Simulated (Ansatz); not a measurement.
Molecular dynamics of HfNH₄Cl₃O (part 5 of 5)

Continued. System: HfNH₄Cl₃O. Method: RKS PBE0/def2-SVP (Ansatz 0.2.0). It belongs to a series of runs on one base structure; here: dynamics from the highest image of the converged band.

Geometry of the input (Å):
```
Hf 0.3216  -0.3217  -0.4207
Cl 0.8355  0.5383  2.3693
Cl 2.4844  0.4208  -1.0346
N  -1.0214  1.1600  -0.2422
H  -1.2275  1.6904  0.6008
H  -1.5877  1.5130  -1.0120
Cl -0.4758  -1.4284  -2.3351
O  0.2495  -1.7575  0.9899
H  0.1846  -2.7172  1.0061
H  0.5765  -0.7805  2.1211
```

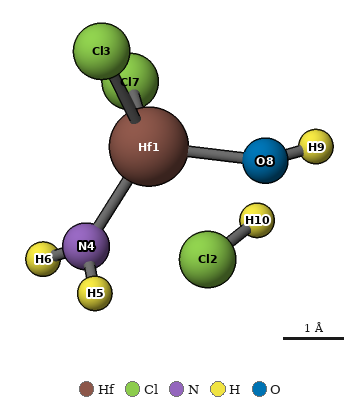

The geometry at step 176 of the log (ball-and-stick view, seen at a tilt; atoms are numbered from 1 in the order of the input).

**Trajectory as extended XYZ, continued**
```
10
Properties=species:S:1:pos:R:3:forces:R:3 step=149 time_fs=74.5 energy=-42453.45991 temperature=46.9
Hf    0.3275   -0.3175   -0.4362   -0.4284  -0.3754   0.3002
Cl    0.7923    0.6047    2.4842   -0.0231  -0.0859  -0.0957
Cl    2.4965    0.3252   -1.0732    0.2636   0.2343  -0.0305
N    -1.1134    1.0787   -0.1866    0.3581   0.2434   1.1837
H    -1.2882    1.5559    0.7157    0.2058  -0.3749  -0.5557
H    -1.7712    1.4561   -0.8457   -0.3196   0.1081  -0.5691
Cl   -0.4792   -1.3828   -2.3491   -0.0569  -0.0976  -0.1490
O     0.3487   -1.7621    0.9539   -0.0888  -0.0407  -0.0845
H     0.2996   -2.7293    0.9910    0.0348   0.4316  -0.0211
H     0.5773   -0.6869    2.1991    0.0545  -0.0428   0.0218
10
Properties=species:S:1:pos:R:3:forces:R:3 step=151 time_fs=75.5 energy=-42453.46072 temperature=47.7
Hf    0.3272   -0.3177   -0.4360   -0.4006  -0.3605   0.2310
Cl    0.7919    0.6060    2.4856   -0.0391  -0.1979  -0.1277
Cl    2.4969    0.3252   -1.0734    0.2483   0.2305  -0.0252
N    -1.1123    1.0790   -0.1867    0.6831  -0.0729   1.1268
H    -1.2725    1.5478    0.7128    0.1188  -0.1930  -0.2562
H    -1.7684    1.4545   -0.8370   -0.5717   0.2556  -0.7984
Cl   -0.4795   -1.3829   -2.3502   -0.0517  -0.0880  -0.1308
O     0.3501   -1.7621    0.9517   -0.0747   0.2201  -0.0527
H     0.2979   -2.7233    0.9980    0.0218   0.1493  -0.0098
H     0.5812   -0.6904    2.1914    0.0656   0.0568   0.0430
10
Properties=species:S:1:pos:R:3:forces:R:3 step=154 time_fs=77.0 energy=-42453.46507 temperature=51.7
Hf    0.3268   -0.3181   -0.4357   -0.3521  -0.3441   0.1161
Cl    0.7911    0.6077    2.4876   -0.0554  -0.3284  -0.1688
Cl    2.4978    0.3253   -1.0738    0.2246   0.2248  -0.0165
N    -1.1097    1.0793   -0.1855    0.6018  -0.3319   0.1977
H    -1.2471    1.5332    0.7053   -0.0586   0.2121   0.4147
H    -1.7740    1.4563   -0.8377   -0.3396   0.1389  -0.5106
Cl   -0.4800   -1.3830   -2.3519   -0.0446  -0.0751  -0.1053
O     0.3523   -1.7618    0.9484   -0.0439   0.6837  -0.0207
H     0.2956   -2.7127    1.0085   -0.0060  -0.3528   0.0225
H     0.5883   -0.6945    2.1806    0.0739   0.1728   0.0710
10
Properties=species:S:1:pos:R:3:forces:R:3 step=157 time_fs=78.5 energy=-42453.46134 temperature=48.2
Hf    0.3263   -0.3185   -0.4354   -0.2956  -0.3400  -0.0079
Cl    0.7904    0.6093    2.4895   -0.0551  -0.3766  -0.1870
Cl    2.4987    0.3255   -1.0742    0.2027   0.2196  -0.0073
N    -1.1063    1.0792   -0.1841    0.0756  -0.2036  -0.7505
H    -1.2230    1.5228    0.7061   -0.1804   0.4380   0.7120
H    -1.7863    1.4608   -0.8487    0.2702  -0.1742   0.1721
Cl   -0.4805   -1.3832   -2.3537   -0.0390  -0.0640  -0.0838
O     0.3543   -1.7606    0.9450   -0.0352   0.7034   0.0329
H     0.2932   -2.7090    1.0194   -0.0110  -0.4172   0.0305
H     0.5970   -0.6949    2.1714    0.0677   0.2146   0.0891
10
Properties=species:S:1:pos:R:3:forces:R:3 step=159 time_fs=79.5 energy=-42453.45925 temperature=46.2
Hf    0.3259   -0.3188   -0.4352   -0.2553  -0.3423  -0.0898
Cl    0.7898    0.6102    2.4908   -0.0446  -0.3560  -0.1821
Cl    2.4995    0.3257   -1.0745    0.1889   0.2163  -0.0011
N    -1.1040    1.0789   -0.1837   -0.2184   0.0369  -0.8153
H    -1.2089    1.5207    0.7147   -0.1982   0.3590   0.4574
H    -1.7922    1.4622   -0.8550    0.5513  -0.3061   0.5071
Cl   -0.4808   -1.3834   -2.3550   -0.0359  -0.0569  -0.0711
O     0.3557   -1.7593    0.9428   -0.0500   0.3987   0.0947
H     0.2914   -2.7115    1.0270    0.0064  -0.1448   0.0059
H     0.6035   -0.6926    2.1662    0.0559   0.1950   0.0942
10
Properties=species:S:1:pos:R:3:forces:R:3 step=162 time_fs=81.0 energy=-42453.45854 temperature=45.5
Hf    0.3254   -0.3192   -0.4349   -0.1943  -0.3495  -0.2023
Cl    0.7890    0.6114    2.4925   -0.0167  -0.2559  -0.1518
Cl    2.5006    0.3262   -1.0749    0.1673   0.2109   0.0090
N    -1.1007    1.0785   -0.1840   -0.2802   0.3548  -0.1199
H    -1.1912    1.5234    0.7341   -0.1751   0.0422  -0.2941
H    -1.7911    1.4589   -0.8551    0.5414  -0.2663   0.5741
Cl   -0.4813   -1.3837   -2.3568   -0.0315  -0.0449  -0.0518
O     0.3576   -1.7570    0.9395   -0.0820  -0.1465   0.1956
H     0.2891   -2.7166    1.0384    0.0412   0.3510  -0.0511
H     0.6144   -0.6859    2.1602    0.0300   0.1043   0.0921
10
Properties=species:S:1:pos:R:3:forces:R:3 step=165 time_fs=82.5 energy=-42453.45593 temperature=43.0
Hf    0.3248   -0.3197   -0.4347   -0.1331  -0.3595  -0.2984
Cl    0.7882    0.6125    2.4941    0.0167  -0.1055  -0.1060
Cl    2.5019    0.3267   -1.0753    0.1417   0.2040   0.0205
N    -1.0977    1.0786   -0.1844    0.1555   0.3228   0.8294
H    -1.1773    1.5272    0.7477   -0.1602  -0.1840  -0.8051
H    -1.7791    1.4502   -0.8438    0.0449   0.0265   0.1379
Cl   -0.4819   -1.3840   -2.3587   -0.0268  -0.0308  -0.0297
O     0.3595   -1.7548    0.9365   -0.0908  -0.3100   0.2443
H     0.2875   -2.7149    1.0488    0.0511   0.4663  -0.0742
H     0.6258   -0.6771    2.1562    0.0009  -0.0298   0.0813
10
Properties=species:S:1:pos:R:3:forces:R:3 step=168 time_fs=84.0 energy=-42453.45270 temperature=39.9
Hf    0.3242   -0.3203   -0.4345   -0.0686  -0.3718  -0.3841
Cl    0.7874    0.6135    2.4957    0.0451   0.0413  -0.0630
Cl    2.5033    0.3274   -1.0757    0.1117   0.1955   0.0331
N    -1.0946    1.0793   -0.1837    0.7146  -0.0214   1.2605
H    -1.1669    1.5275    0.7450   -0.1778  -0.1235  -0.6711
H    -1.7664    1.4422   -0.8297   -0.5399   0.3447  -0.4219
Cl   -0.4824   -1.3843   -2.3607   -0.0218  -0.0161  -0.0058
O     0.3612   -1.7530    0.9339   -0.0624   0.0270   0.2157
H     0.2870   -2.7039    1.0576    0.0230   0.0817  -0.0311
H     0.6373   -0.6689    2.1539   -0.0240  -0.1575   0.0677
10
Properties=species:S:1:pos:R:3:forces:R:3 step=170 time_fs=85.0 energy=-42453.45350 temperature=40.7
Hf    0.3238   -0.3206   -0.4343   -0.0219  -0.3797  -0.4404
Cl    0.7868    0.6141    2.4968    0.0577   0.1082  -0.0438
Cl    2.5042    0.3280   -1.0759    0.0905   0.1890   0.0416
N    -1.0919    1.0797   -0.1821    0.8180  -0.2420   0.9544
H    -1.1621    1.5261    0.7349   -0.2042   0.0763  -0.2342
H    -1.7635    1.4405   -0.8245   -0.6470   0.3926  -0.5442
Cl   -0.4828   -1.3845   -2.3619   -0.0188  -0.0074   0.0094
O     0.3624   -1.7518    0.9323   -0.0336   0.3484   0.1789
H     0.2870   -2.6950    1.0631   -0.0048  -0.2736   0.0174
H     0.6448   -0.6651    2.1532   -0.0358  -0.2119   0.0609
10
Properties=species:S:1:pos:R:3:forces:R:3 step=173 time_fs=86.5 energy=-42453.45595 temperature=43.0
Hf    0.3232   -0.3213   -0.4342    0.0532  -0.3847  -0.5267
Cl    0.7861    0.6152    2.4983    0.0670   0.1319  -0.0346
Cl    2.5057    0.3289   -1.0763    0.0593   0.1786   0.0539
N    -1.0869    1.0800   -0.1788    0.3931  -0.3188  -0.1686
H    -1.1587    1.5263    0.7175   -0.2437   0.4441   0.5620
H    -1.7698    1.4444   -0.8257   -0.2329   0.1490  -0.2016
Cl   -0.4834   -1.3848   -2.3639   -0.0156   0.0025   0.0284
O     0.3640   -1.7496    0.9301   -0.0115   0.5060   0.1794
H     0.2868   -2.6872    1.0717   -0.0230  -0.4892   0.0498
H     0.6552   -0.6633    2.1533   -0.0459  -0.2195   0.0581
10
Properties=species:S:1:pos:R:3:forces:R:3 step=176 time_fs=88.0 energy=-42453.45535 temperature=42.5
Hf    0.3226   -0.3219   -0.4341    0.1300  -0.3731  -0.6095
Cl    0.7853    0.6163    2.4998    0.0691   0.0626  -0.0450
Cl    2.5072    0.3299   -1.0766    0.0297   0.1674   0.0649
N    -1.0813    1.0799   -0.1756   -0.2800   0.0042  -0.8590
H    -1.1603    1.5354    0.7110   -0.2247   0.5097   0.7539
H    -1.7808    1.4514   -0.8310    0.3668  -0.1919   0.3037
Cl   -0.4840   -1.3852   -2.3658   -0.0138   0.0093   0.0432
O     0.3656   -1.7468    0.9281   -0.0332   0.0783   0.2955
H     0.2863   -2.6889    1.0812    0.0057  -0.1289  -0.0118
H     0.6647   -0.6660    2.1546   -0.0495  -0.1376   0.0641
10
Properties=species:S:1:pos:R:3:forces:R:3 step=178 time_fs=89.0 energy=-42453.45718 temperature=44.2
Hf    0.3222   -0.3224   -0.4341    0.1791  -0.3555  -0.6557
Cl    0.7849    0.6171    2.5008    0.0697  -0.0177  -0.0577
Cl    2.5082    0.3306   -1.0768    0.0100   0.1595   0.0719
N    -1.0778    1.0798   -0.1742   -0.5953   0.3791  -0.6518
H    -1.1642    1.5476    0.7155   -0.1563   0.2860   0.3830
H    -1.7847    1.4543   -0.8316    0.5784  -0.3173   0.4621
Cl   -0.4843   -1.3854   -2.3670   -0.0129   0.0134   0.0522
O     0.3666   -1.7448    0.9271   -0.0564  -0.3140   0.4019
H     0.2859   -2.6921    1.0875    0.0342   0.2165  -0.0764
H     0.6704   -0.6696    2.1562   -0.0504  -0.0501   0.0705
10
Properties=species:S:1:pos:R:3:forces:R:3 step=181 time_fs=90.5 energy=-42453.45804 temperature=45.0
Hf    0.3216   -0.3231   -0.4342    0.2444  -0.3198  -0.7024
Cl    0.7842    0.6182    2.5022    0.0718  -0.1463  -0.0766
Cl    2.5098    0.3318   -1.0771   -0.0214   0.1466   0.0822
N    -1.0732    1.0801   -0.1727   -0.6727   0.8423   0.2650
H    -1.1724    1.5698    0.7274   -0.0076  -0.1954  -0.3946
H    -1.7803    1.4530   -0.8246    0.4645  -0.2763   0.3011
Cl   -0.4849   -1.3857   -2.3689   -0.0116   0.0208   0.0668
O     0.3681   -1.7422    0.9259   -0.0694  -0.6141   0.5083
H     0.2860   -2.6925    1.0955    0.0540   0.4525  -0.1290
H     0.6781   -0.6756    2.1599   -0.0520   0.0897   0.0793
10
Properties=species:S:1:pos:R:3:forces:R:3 step=184 time_fs=92.0 energy=-42453.45482 temperature=41.9
Hf    0.3211   -0.3239   -0.4343    0.2940  -0.2830  -0.7214
Cl    0.7836    0.6193    2.5036    0.0759  -0.2331  -0.0868
Cl    2.5113    0.3330   -1.0773   -0.0558   0.1329   0.0930
N    -1.0697    1.0818   -0.1709   -0.2988   0.8686   1.1233
H    -1.1809    1.5882    0.7315    0.1094  -0.4688  -0.7555
H    -1.7666    1.4461   -0.8117   -0.0479  -0.0281  -0.2237
Cl   -0.4856   -1.3860   -2.3707   -0.0102   0.0302   0.0833
O     0.3696   -1.7404    0.9254   -0.0416  -0.3790   0.4898
H     0.2872   -2.6841    1.1009    0.0295   0.1696  -0.0843
H     0.6847   -0.6797    2.1653   -0.0546   0.1907   0.0823
10
Properties=species:S:1:pos:R:3:forces:R:3 step=186 time_fs=93.0 energy=-42453.45331 temperature=40.5
Hf    0.3208   -0.3245   -0.4345    0.3171  -0.2629  -0.7235
Cl    0.7832    0.6199    2.5046    0.0797  -0.2461  -0.0844
Cl    2.5123    0.3339   -1.0774   -0.0793   0.1238   0.1003
N    -1.0676    1.0836   -0.1687    0.0150   0.6601   1.3141
H    -1.1854    1.5953    0.7257    0.1345  -0.4310  -0.6129
H    -1.7572    1.4408   -0.8050   -0.3885   0.1340  -0.5718
Cl   -0.4860   -1.3862   -2.3719   -0.0095   0.0366   0.0941
O     0.3705   -1.7395    0.9255   -0.0107  -0.0435   0.4242
H     0.2884   -2.6760    1.1033   -0.0013  -0.1865  -0.0190
H     0.6884   -0.6803    2.1699   -0.0570   0.2156   0.0788
10
Properties=species:S:1:pos:R:3:forces:R:3 step=189 time_fs=94.5 energy=-42453.45841 temperature=45.4
Hf    0.3203   -0.3253   -0.4347    0.3383  -0.2423  -0.7193
Cl    0.7827    0.6207    2.5059    0.0873  -0.1839  -0.0628
Cl    2.5137    0.3353   -1.0774   -0.1125   0.1107   0.1111
N    -1.0645    1.0872   -0.1639    0.1603   0.2492   0.7071
H    -1.1898    1.5989    0.7075    0.0747  -0.0608   0.0895
H    -1.7504    1.4353   -0.8055   -0.4625   0.1541  -0.6798
Cl   -0.4866   -1.3865   -2.3736   -0.0095   0.0447   0.1065
O     0.3718   -1.7381    0.9260    0.0159   0.2749   0.3416
H     0.2901   -2.6680    1.1069   -0.0302  -0.5207   0.0433
H     0.6930   -0.6774    2.1782   -0.0618   0.1742   0.0626
10
Properties=species:S:1:pos:R:3:forces:R:3 step=192 time_fs=96.0 energy=-42453.46174 temperature=48.6
Hf    0.3199   -0.3262   -0.4351    0.3467  -0.2282  -0.7082
Cl    0.7822    0.6215    2.5072    0.0986  -0.0353  -0.0196
Cl    2.5151    0.3368   -1.0775   -0.1414   0.0990   0.1206
N    -1.0611    1.0911   -0.1581   -0.1679   0.0011  -0.4993
H    -1.1928    1.6014    0.6913   -0.0461   0.3924   0.8389
H    -1.7526    1.4327   -0.8197    0.0077  -0.0781  -0.2312
Cl   -0.4872   -1.3867   -2.3752   -0.0114   0.0496   0.1128
O     0.3732   -1.7365    0.9270   -0.0097   0.0230   0.3640
H     0.2913   -2.6702    1.1112   -0.0081  -0.2711  -0.0111
H     0.6962   -0.6709    2.1878   -0.0684   0.0476   0.0328
10
Properties=species:S:1:pos:R:3:forces:R:3 step=195 time_fs=97.5 energy=-42453.46139 temperature=48.3
Hf    0.3195   -0.3271   -0.4356    0.3458  -0.2103  -0.6818
Cl    0.7818    0.6221    2.5084    0.1126   0.1473   0.0341
Cl    2.5164    0.3383   -1.0774   -0.1668   0.0880   0.1288
N    -1.0580    1.0951   -0.1530   -0.5757   0.1478  -0.9901
H    -1.1966    1.6115    0.6918   -0.0819   0.4049   0.7914
H    -1.7547    1.4284   -0.8387    0.4778  -0.2743   0.2889
Cl   -0.4878   -1.3869   -2.3768   -0.0143   0.0527   0.1152
O     0.3746   -1.7348    0.9285   -0.0586  -0.4825   0.4373
H     0.2923   -2.6777    1.1151    0.0369   0.2418  -0.1198
H     0.6980   -0.6635    2.1981   -0.0757  -0.1154  -0.0039
10
Properties=species:S:1:pos:R:3:forces:R:3 step=197 time_fs=98.5 energy=-42453.46589 temperature=52.6
Hf    0.3192   -0.3277   -0.4359    0.3409  -0.1910  -0.6505
Cl    0.7816    0.6227    2.5093    0.1213   0.2464   0.0648
Cl    2.5172    0.3393   -1.0774   -0.1835   0.0806   0.1335
N    -1.0564    1.0979   -0.1504   -0.6991   0.4045  -0.6669
H    -1.2000    1.6232    0.7017   -0.0309   0.1256   0.2850
H    -1.7510    1.4226   -0.8487    0.5719  -0.2855   0.4500
Cl   -0.4883   -1.3870   -2.3778   -0.0164   0.0550   0.1168
O     0.3754   -1.7340    0.9299   -0.0778  -0.6591   0.4525
H     0.2933   -2.6807    1.1164    0.0532   0.4278  -0.1598
H     0.6982   -0.6597    2.2050   -0.0796  -0.2042  -0.0254
10
Properties=species:S:1:pos:R:3:forces:R:3 step=200 time_fs=100.0 energy=-42453.47061 temperature=57.1
Hf    0.3189   -0.3286   -0.4365    0.3260  -0.1454  -0.5819
Cl    0.7813    0.6235    2.5106    0.1279   0.3021   0.0867
Cl    2.5183    0.3409   -1.0772   -0.2105   0.0686   0.1401
N    -1.0549    1.1026   -0.1472   -0.5061   0.6391   0.2560
H    -1.2055    1.6418    0.7199    0.0691  -0.3456  -0.5406
H    -1.7357    1.4091   -0.8560    0.3225  -0.1168   0.3068
Cl   -0.4889   -1.3872   -2.3793   -0.0192   0.0599   0.1213
O     0.3767   -1.7336    0.9324   -0.0689  -0.4766   0.3833
H     0.2958   -2.6777    1.1157    0.0399   0.2644  -0.1286
H     0.6972   -0.6577    2.2148   -0.0806  -0.2497  -0.0430
```
